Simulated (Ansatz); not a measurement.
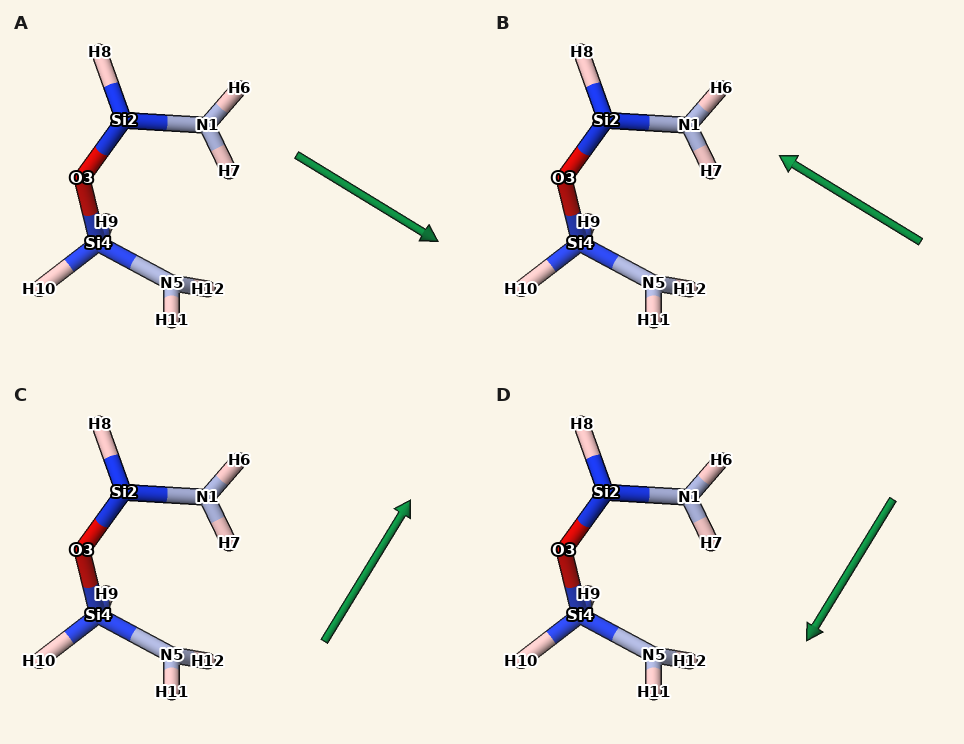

The same molecule four times, each with an arrow. Charge 0, doublet. The computed structure is the end point of a PBE0-D4/def2-TZVP optimisation. No frequency run is at hand to confirm it as a minimum. Level of theory: UKS ωB97M-V/def2-TZVPP (Ansatz 0.2.0).

Question: Which arrow points along the dipole moment, from the negative to the positive end?

Answer: A. The dipole moment is 2.89 D; it points from the side of H8 to the side of H12 (the outermost atoms at the two ends).
